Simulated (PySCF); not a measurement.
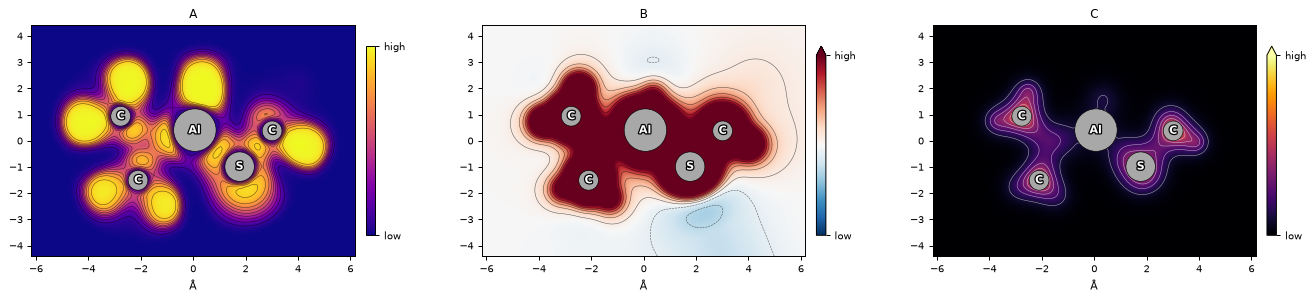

C₅H₁₃AlS (SMILES CC[S][AlH][CH](C)C): 3 fields on the plane of atoms C2, S3 and Al4, with unlabelled colour scales. Grey discs cover the atomic cores.

Geometry: GFN2-xTB.

Computed with PySCF 2.14.0, PBE0/pcSseg-1, SCF density, gas phase, non-relativistic.

| atom | x (Å) | y (Å) | z (Å) |
| --- | --- | --- | --- |
| C | -3.2599 | -0.3990 | 0.3723 |
| C | -2.7598 | -0.9663 | -0.9403 |
| S | -1.1126 | -1.7718 | -0.7488 |
| Al | -0.0710 | 0.1541 | -0.4964 |
| C | 1.7138 | 0.3668 | 0.3978 |
| C | 2.3267 | 1.6946 | -0.0675 |
| C | 2.6087 | -0.8292 | 0.0256 |
| H | -2.5854 | 0.3951 | 0.7142 |
| H | -3.2933 | -1.1722 | 1.1365 |
| H | -4.2579 | 0.0181 | 0.2472 |
| H | -2.6768 | -0.1782 | -1.6951 |
| H | -3.4212 | -1.7464 | -1.3136 |
| H | -0.7927 | 1.3501 | -1.1670 |
| H | 1.6627 | 0.3981 | 1.4986 |
| H | 1.6642 | 2.5256 | 0.1776 |
| H | 3.2940 | 1.8768 | 0.4023 |
| H | 2.4692 | 1.6916 | -1.1487 |
| H | 2.8135 | -0.8328 | -1.0461 |
| H | 2.1108 | -1.7695 | 0.2745 |
| H | 3.5617 | -0.7949 | 0.5546 |

Question: Match the panels to the quantities (electron density, electron localisation function and electrostatic potential).

Answer: Panel A: electron localisation function. Panel B: electrostatic potential (strongly positive close to the atoms, with negative regions outside electron-rich atoms). Panel C: electron density. From the grid: C–S (1.84 Å): ρ is about 1.2 e/Å³ halfway; the ELF peaks at about 0.90 between the atoms: a covalent bond. Al–S (2.20 Å): the density is about 0.68 e/Å³ at the midpoint; the ELF peaks at about 0.90 in the valence shell of S, 1.0 Å from its nucleus, and is about 0.90 at the midpoint.
